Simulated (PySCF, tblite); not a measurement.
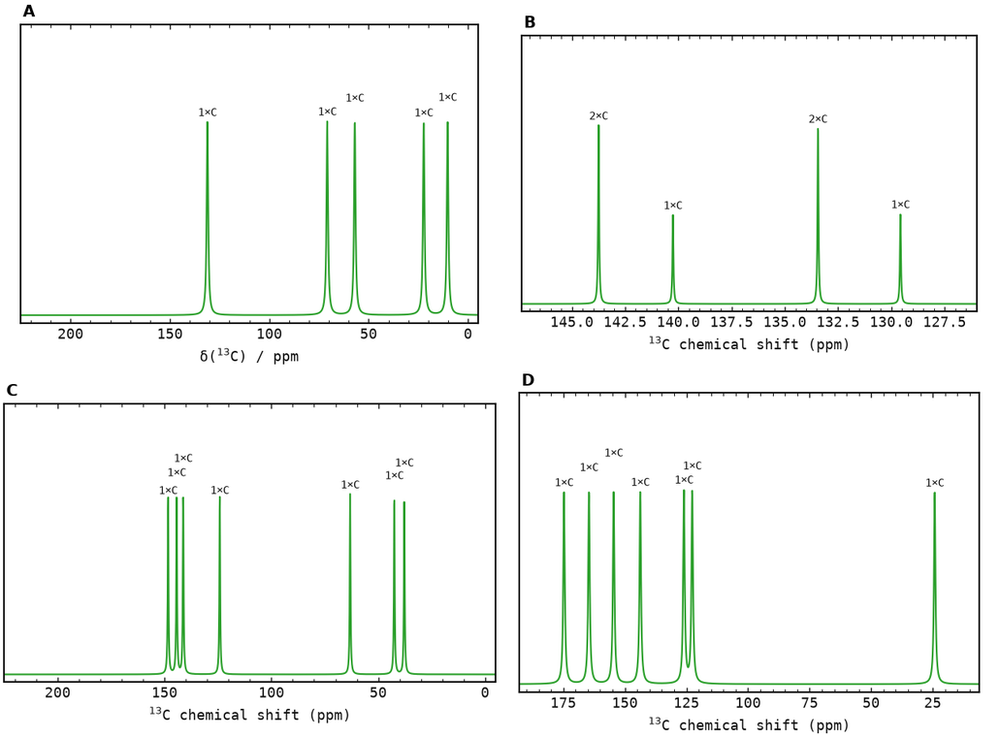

GIAO shifts, PBE0/pcSseg-1 with PySCF, at a GFN2-xTB geometry (a minimum by its frequencies), against TMS for ¹³C computed at the same level. Gas phase, fully decoupled, line heights follow the number of nuclei, widths are arbitrary (no quadrupolar broadening); values of one conformer, averaged over methyl-type rotors and exact or near symmetry; other conformers aren't averaged in.

### Pair each panel with its molecule.
1. C₅H₅F₃O₂, SMILES O[C@@]12C[C@@H]1[C@H]2OC(F)(F)F
2. C₇H₇NO₂, SMILES CC(=O)Oc1ccccn1
3. C₆H₅BF₂ (phenyldifluoroborane), SMILES FB(F)c1ccccc1
4. C₇H₁₀O₂S, SMILES C=C[C@H]1CC=CS(=O)(=O)C1

A: 1 (131.1 (1 C), 70.8 (1 C), 57.0 (1 C), 22.3 (1 C), 10.3 (1 C) ppm)
B: 3 (143.7 (2 C), 140.3 (1 C), 133.4 (2 C), 129.6 (1 C) ppm)
C: 4 (148.3 (1 C), 144.3 (1 C), 141.3 (1 C), 124.2 (1 C), 63.2 (1 C), 42.5 (1 C), 37.8 (1 C) ppm)
D: 2 (174.7 (1 C), 164.6 (1 C), 154.5 (1 C), 143.8 (1 C), 126.0 (1 C), 122.6 (1 C), 24.2 (1 C) ppm)

Caveats, for all or some of the runs: the tight-binding geometry is rougher than a DFT one and adds to the error.
